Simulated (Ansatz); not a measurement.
## Geometry relaxation of C$_{2}$H$_{6}$AlNO (part 1 of 2)

System: C$_{2}$H$_{6}$AlNO, SMILES N[CH]([AlH2])C=O.
Method: RKS PBE0-D4/def2-SVP (Ansatz 0.2.0).

It belongs to a series of runs on one base structure; here: end point B relaxed.

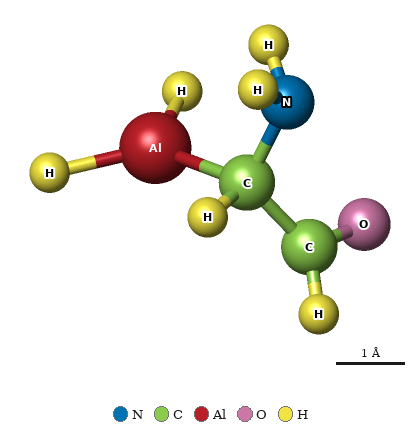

**Figure 1.** The input geometry (ball-and-stick view, seen at a tilt). Sticks mark near contacts. Bond lengths as drawn: Al–C 1.98 Å, Al–H 1.61 to 1.62 Å, C–C 1.44 Å, C–H 1.06 to 1.15 Å, C–N 1.42 Å, C–O 1.28 Å and H–N 1.05 to 1.09 Å.

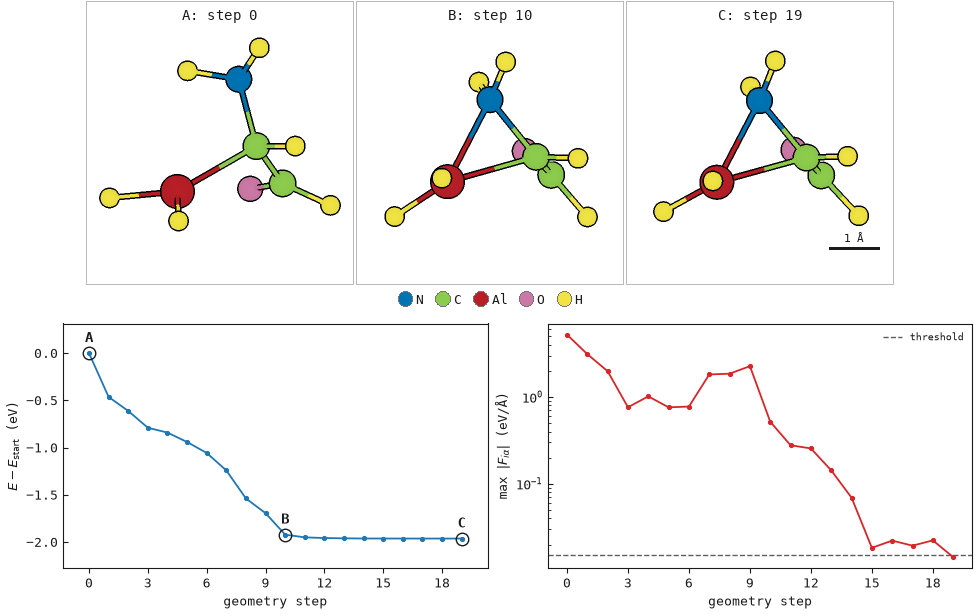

**Figure 2.** Frames of the relaxation (ball-and-stick view, seen at a tilt) above the curves, on which the letters mark them (the first geometry is step 0 here and step 1 in the log).

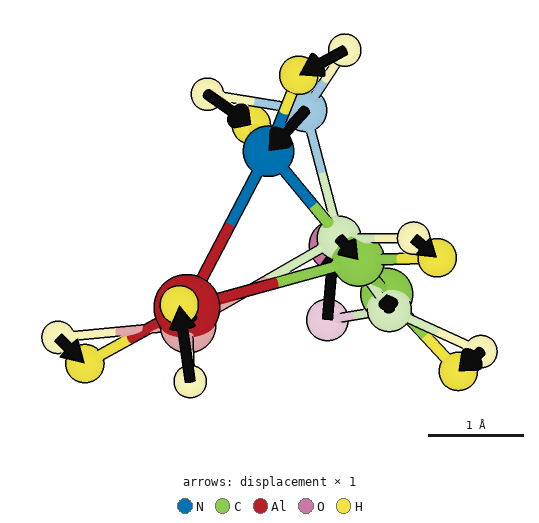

**Figure 3.** Start (faint) and end (solid) with the displacements as black arrows, at true length (ball-and-stick view, seen at a tilt). The two geometries are laid on each other by the best rigid fit. Over 19 geometry steps the energy falls by 1.962 eV. The largest force component goes from 5.2 to 0.014 eV/Å. The atom that moves furthest after the best rigid fit is H10 (0.84 Å). By element the largest moves are H 0.84 Å, O 0.79 Å, N 0.74 Å, C 0.33 Å, Al 0.22 Å. Among the contacts that change: N1–Al3 2.779 → 1.982 Å, N1–H7 1.094 → 1.018 Å, N1–C2 1.423 → 1.488 Å, C4–O5 1.279 → 1.219 Å. New bonds form: N1–Al3 (2.78 → 1.98 Å). Among the angles that change: N1–C2–Al3 108.3° → 66.8°, Al3–C2–H8 105.8° → 115.9°, C2–C4–H11 125.3° → 115.7°. (Atoms are counted from 1 in the order of the input.)

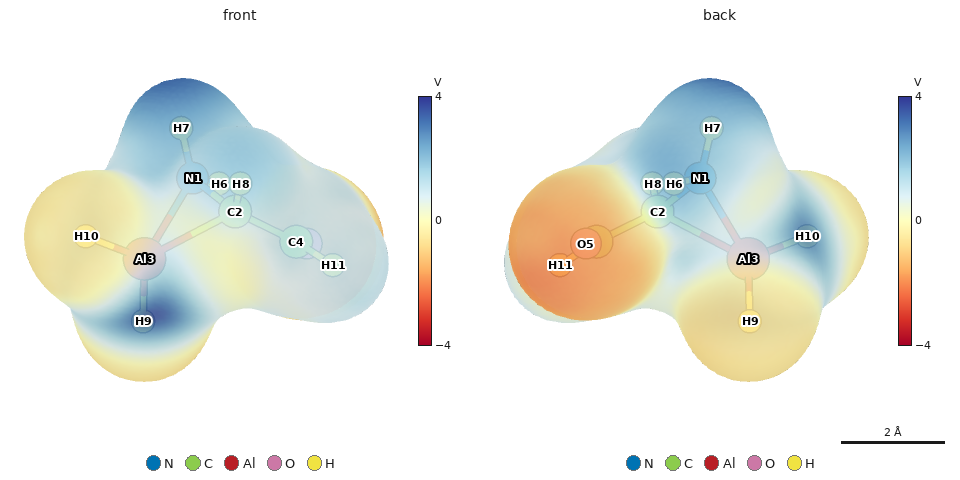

**Figure 4.** The electrostatic potential painted on the density surface at 0.004 e/bohr³, seen face on and from behind; the colour scale runs from red (negative) to blue (positive). A positive charge is drawn to the negative regions and a negative charge to the positive ones.

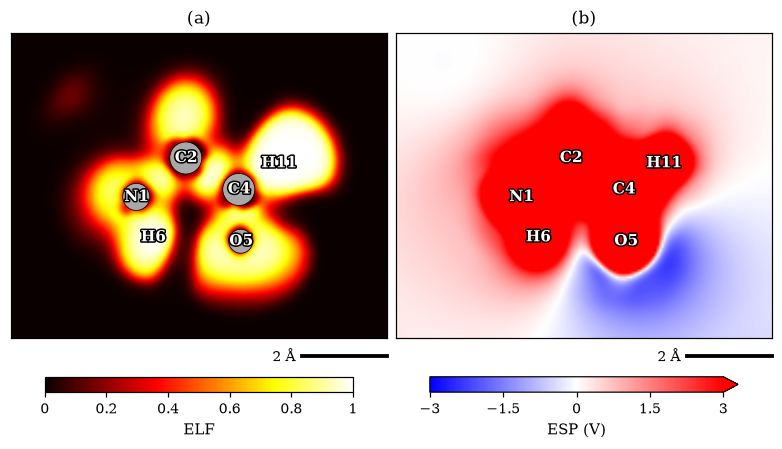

**Figure 5.** (a) electron localisation function; (b) molecular electrostatic potential on the plane of atoms C2, C4 and O5. Grey discs, where drawn, cover atomic cores. The plane passes through N, C, O and H nuclei. C–O (1.22 Å): the ELF peaks at about 0.85 between the atoms; a double or triple bond. C–C (1.45 Å): the ELF peaks at about 0.95 between the atoms, as expected for localised, shared-pair bonding. N–H (1.03 Å): the ELF climbs to about 1 towards the hydrogen, as it does in any bond to H (a covalent bond by its length). C–H (1.12 Å): the ELF climbs to about 1 towards the hydrogen (a covalent bond by its length).

The input that produced these results follows, with the program's output.

**Input**
```yaml
crystal:
  periodic: [false, false, false]
  atoms:
    - { symbol: "N", position_ang: [-0.2973, 1.3086, 0.6535] }
    - { symbol: C, position_ang: [0.1917, 0.3479, -0.2757] }
    - { symbol: Al, position_ang: [1.2324, -1.0101, 0.7221] }
    - { symbol: C, position_ang: [-0.8202, -0.2962, -1.081] }
    - { symbol: O, position_ang: [-1.8124, -0.8977, -0.543] }
    - { symbol: H, position_ang: [-0.15075, 1.01404, 1.64904] }
    - { symbol: H, position_ang: [0.32798, 2.2019, 0.56659] }
    - { symbol: H, position_ang: [0.9429, 0.863, -0.9793] }
    - { symbol: H, position_ang: [0.5592, -1.8974, 1.8872] }
    - { symbol: H, position_ang: [2.8139, -1.2199, 0.4224] }
    - { symbol: H, position_ang: [-0.8753, -0.2624, -2.1401] }
basis:
  gaussian: { orbitals: def2-SVP }
hamiltonian:
  xc: pbe0
  dispersion: d4
relax:
  f_tol: 0.015
  max_steps: 40
output:
  orbitals: {}
```

Command:
```bash
ansatz run input.yaml --threads 2 --pin off --max-ram 3072MiB --backend cpu --events-out ev --progress --plain --runs-dir out
```

**The program's output**
```
The last accepted step is kept in [file] (removed where the run ends without a failure and the disk answers)
Engine: ansatz 0.2.0, aarch64-unknown-linux-gnu
Functional definition: PBE0
  parameter a = 0.25
  parameter kappa = 0.804
  parameter beta = 0.06672455060314922
  exchange = (1 - a)*pbe_x(kappa = kappa, mu = beta*pi^2/3) + a*exact_x
  correlation = pbe_c(beta = beta)
1134 factors; integrals over basis functions are off by at most 3.5e-4 eV
mean field evaluation 1: about -12280.9555 eV, gradient 5.5e1 eV
mean field evaluation 2: about -12261.6628 eV, gradient 1.0e2 eV
mean field evaluation 4: about -12287.4655 eV, gradient 8.5e0 eV
mean field evaluation 8: about -12287.6524 eV, gradient 1.7e-1 eV
mean field evaluation 16: about -12287.6525 eV, gradient 8.5e-5 eV
mean field -12287.65246921 eV, -451.5628993734 hartree, gradient 8.5e-5 eV, S^2 0.000000; 0 other end points of the search recorded, 0 dependent functions left out
the calculation of the forces begins
reference -12287.65249885 eV, -451.5629004628 hartree; 23, 23 occupied and 81, 81 virtual orbitals, 1134 factors
relax step   1: F+E_penalty+E_count = -12287.83533318 eV  Δ(F+E_penalty+E_count) = +0.000e0 eV  max|allowed force component| = 5.226e0 eV/Å  Δτ_max = 0.0000 Å  (28 SCF iters, accepted)
these checks for a lower state are left out or cut short: starts, cluster_reference, orbital_swaps, neighbouring_geometries, increment
1134 factors; integrals over basis functions are off by at most 5.1e-4 eV
mean field -12288.11522226 eV, -451.5799052344 hartree, gradient 1.2e-5 eV, S^2 0.000000; 0 other end points of the search recorded, 0 dependent functions left out
[... from here on the field's lines of each further geometry are left out, up to the last ...]
relax step   2: F+E_penalty+E_count = -12288.29882501 eV  Δ(F+E_penalty+E_count) = -4.635e-1 eV  max|allowed force component| = 3.116e0 eV/Å  Δτ_max = 0.1945 Å  (32 SCF iters, accepted)
relax step   3: F+E_penalty+E_count = -12288.44677610 eV  Δ(F+E_penalty+E_count) = -1.480e-1 eV  max|allowed force component| = 1.981e0 eV/Å  Δτ_max = 0.1222 Å  (30 SCF iters, accepted)
relax step   4: F+E_penalty+E_count = -12288.62476806 eV  Δ(F+E_penalty+E_count) = -1.780e-1 eV  max|allowed force component| = 7.615e-1 eV/Å  Δτ_max = 0.1999 Å  (31 SCF iters, accepted)
relax step   5: F+E_penalty+E_count = -12288.67602562 eV  Δ(F+E_penalty+E_count) = -5.126e-2 eV  max|allowed force component| = 1.017e0 eV/Å  Δτ_max = 0.1952 Å  (31 SCF iters, accepted)
relax step   6: F+E_penalty+E_count = -12288.77579694 eV  Δ(F+E_penalty+E_count) = -9.977e-2 eV  max|allowed force component| = 7.601e-1 eV/Å  Δτ_max = 0.1068 Å  (31 SCF iters, accepted)
relax step   7: F+E_penalty+E_count = -12288.89156229 eV  Δ(F+E_penalty+E_count) = -1.158e-1 eV  max|allowed force component| = 7.761e-1 eV/Å  Δτ_max = 0.1955 Å  (31 SCF iters, accepted)
relax step   8: F+E_penalty+E_count = -12289.07639039 eV  Δ(F+E_penalty+E_count) = -1.848e-1 eV  max|allowed force component| = 1.817e0 eV/Å  Δτ_max = 0.1979 Å  (30 SCF iters, accepted)
relax step   9: F+E_penalty+E_count = -12289.37315430 eV  Δ(F+E_penalty+E_count) = -2.968e-1 eV  max|allowed force component| = 1.854e0 eV/Å  Δτ_max = 0.1936 Å  (30 SCF iters, accepted)
relax step  10: F+E_penalty+E_count = -12289.52887563 eV  Δ(F+E_penalty+E_count) = -1.557e-1 eV  max|allowed force component| = 2.266e0 eV/Å  Δτ_max = 0.1950 Å  (31 SCF iters, accepted)
relax step  11: F+E_penalty+E_count = -12289.75643086 eV  Δ(F+E_penalty+E_count) = -2.276e-1 eV  max|allowed force component| = 5.185e-1 eV/Å  Δτ_max = 0.2000 Å  (30 SCF iters, accepted)
relax step  12: F+E_penalty+E_count = -12289.78489462 eV  Δ(F+E_penalty+E_count) = -2.846e-2 eV  max|allowed force component| = 2.780e-1 eV/Å  Δτ_max = 0.0976 Å  (29 SCF iters, accepted)
relax step  13: F+E_penalty+E_count = -12289.79224825 eV  Δ(F+E_penalty+E_count) = -7.354e-3 eV  max|allowed force component| = 2.557e-1 eV/Å  Δτ_max = 0.0594 Å  (30 SCF iters, accepted)
relax step  14: F+E_penalty+E_count = -12289.79531956 eV  Δ(F+E_penalty+E_count) = -3.071e-3 eV  max|allowed force component| = 1.427e-1 eV/Å  Δτ_max = 0.0459 Å  (31 SCF iters, accepted)
relax step  15: F+E_penalty+E_count = -12289.79709427 eV  Δ(F+E_penalty+E_count) = -1.775e-3 eV  max|allowed force component| = 6.932e-2 eV/Å  Δτ_max = 0.0238 Å  (31 SCF iters, accepted)
relax step  16: F+E_penalty+E_count = -12289.79743587 eV  Δ(F+E_penalty+E_count) = -3.416e-4 eV  max|allowed force component| = 1.833e-2 eV/Å  Δτ_max = 0.0071 Å  (26 SCF iters, accepted)
relax step  17: F+E_penalty+E_count = -12289.79762715 eV  Δ(F+E_penalty+E_count) = -1.913e-4 eV  max|allowed force component| = 2.219e-2 eV/Å  Δτ_max = 0.0093 Å  (25 SCF iters, accepted)
relax step  18: F+E_penalty+E_count = -12289.79774494 eV  Δ(F+E_penalty+E_count) = -1.178e-4 eV  max|allowed force component| = 1.940e-2 eV/Å  Δτ_max = 0.0083 Å  (25 SCF iters, accepted)
relax step  19: F+E_penalty+E_count = -12289.79776609 eV  Δ(F+E_penalty+E_count) = -2.115e-5 eV  max|allowed force component| = 2.232e-2 eV/Å  Δτ_max = 0.0057 Å  (22 SCF iters, accepted)
the calculation of the forces begins
reference -12289.60847522 eV, -451.6347812684 hartree; 23, 23 occupied and 81, 81 virtual orbitals, 1134 factors
relax step  20: F+E_penalty+E_count = -12289.79777306 eV  Δ(F+E_penalty+E_count) = -6.972e-6 eV  max|allowed force component| = 1.433e-2 eV/Å  Δτ_max = 0.0018 Å  (23 SCF iters, accepted)
1134 factors; integrals over basis functions are off by at most 5.2e-4 eV
mean field evaluation 160: about -12289.6084 eV, gradient 3.2e-4 eV
mean field -12289.60844665 eV, -451.6347802188 hartree, gradient 1.9e-5 eV, S^2 0.000000; 1 other end points of the search recorded, 0 dependent functions left out
the calculation of the forces begins
reference -12289.60847522 eV, -451.6347812684 hartree; 23, 23 occupied and 81, 81 virtual orbitals, 1134 factors
Total energy: -12289.79780162 eV, -451.6417388855 hartree
Atom 0 at     0.262653     0.858824     0.790995 Å, force     0.008245    -0.000389    -0.001665 eV/Å
Atom 1 at     0.308197     0.250119    -0.566357 Å, force    -0.002585    -0.005886     0.006388 eV/Å
Atom 2 at     1.326269    -0.813166     0.816994 Å, force    -0.001827    -0.000759     0.003902 eV/Å
Atom 3 at    -1.003390    -0.217666    -0.970484 Å, force    -0.004098     0.014329    -0.005295 eV/Å
Atom 4 at    -1.968924    -0.203094    -0.227137 Å, force     0.002805    -0.005946     0.001334 eV/Å
Atom 5 at    -0.722791     0.822869     1.091365 Å, force    -0.003110    -0.000410    -0.002805 eV/Å
Atom 6 at     0.619504     1.809964     0.852452 Å, force     0.000115     0.000673     0.000497 eV/Å
Atom 7 at     0.916724     0.777661    -1.307983 Å, force    -0.000474     0.002261    -0.001578 eV/Å
Atom 8 at     0.566703    -2.001808     1.531538 Å, force    -0.001066    -0.000431    -0.001432 eV/Å
Atom 9 at     2.879985    -0.499464     0.874767 Å, force     0.001387     0.001503    -0.000822 eV/Å
Atom 10 at    -1.072801    -0.632498    -2.004419 Å, force     0.000609    -0.004945     0.001476 eV/Å
Dipole moment:     0.308365     0.557757    -0.148194 e Å
```

**Trajectory as extended XYZ (Å, eV, eV/Å), 20 frames, from step=1 to step=20**
```
11
Properties=species:S:1:pos:R:3:forces:R:3 step=1 energy=-12287.83533
N    -0.2973    1.3086    0.6535    1.4252   2.8710   2.2979
C     0.1917    0.3479   -0.2757    2.5727   0.3455  -2.0249
Al    1.2324   -1.0101    0.7221    0.4868  -0.8033   0.0708
C    -0.8202   -0.2962   -1.0810   -5.2260  -2.5725   3.1719
O    -1.8124   -0.8977   -0.5430    3.3361   1.8760  -1.5053
H    -0.1507    1.0140    1.6490   -0.5179   0.3756  -0.9128
H     0.3280    2.2019    0.5666   -1.6787  -2.0500   0.2908
H     0.9429    0.8630   -0.9793   -0.7781  -0.7375   0.6584
H     0.5592   -1.8974    1.8872    0.0454   0.3910  -0.1727
H     2.8139   -1.2199    0.4224   -0.3712   0.1760   0.0669
H    -0.8753   -0.2624   -2.1401    0.7056   0.1282  -1.9410
11
Properties=species:S:1:pos:R:3:forces:R:3 step=2 energy=-12288.29882
N    -0.2521    1.3360    0.6998    0.9393   0.7441   1.0692
C     0.2062    0.3733   -0.2970    0.6145   0.7666  -0.8574
Al    1.2324   -1.0592    0.6383    0.0088   0.0142   0.2712
C    -0.8889   -0.2364   -1.0649   -1.3030  -3.1160   0.3931
O    -1.7903   -0.8804   -0.5212    0.7101   1.4671  -0.5602
H    -0.2199    0.9979    1.6778   -0.2558   0.0564  -0.6358
H     0.3541    2.1800    0.6897   -0.5737  -0.7138  -0.0472
H     0.9384    0.8348   -1.0068   -0.3882   0.0086   0.3291
H     0.5157   -1.7766    1.8745    0.0818   0.0832  -0.1439
H     2.7993   -1.1883    0.3678   -0.0781  -0.0577  -0.0279
H    -0.7826   -0.4295   -2.1763    0.2443   0.7474   0.2097
11
Properties=species:S:1:pos:R:3:forces:R:3 step=3 energy=-12288.44678
N    -0.2356    1.3252    0.7020    0.1735  -0.5337   0.3307
C     0.2349    0.3671   -0.3150   -0.1834  -0.1868  -0.2602
Al    1.2705   -1.0526    0.6427   -0.0109   0.2257   0.2329
C    -0.8581   -0.3176   -1.0579   -1.9812  -0.4619  -0.2032
O    -1.8597   -0.7799   -0.5162    1.3990   0.6340  -0.5104
H    -0.2958    0.9613    1.6619   -0.1801  -0.0616  -0.4597
H     0.3578    2.1422    0.7459    0.1969   0.1858  -0.1148
H     0.9405    0.8259   -1.0238   -0.0796   0.2197  -0.0064
H     0.5411   -1.7101    1.8956    0.0529  -0.0007  -0.0766
H     2.8240   -1.1878    0.3611    0.0704  -0.1104  -0.0182
H    -0.8075   -0.4219   -2.2145    0.5425   0.0900   1.0858
```
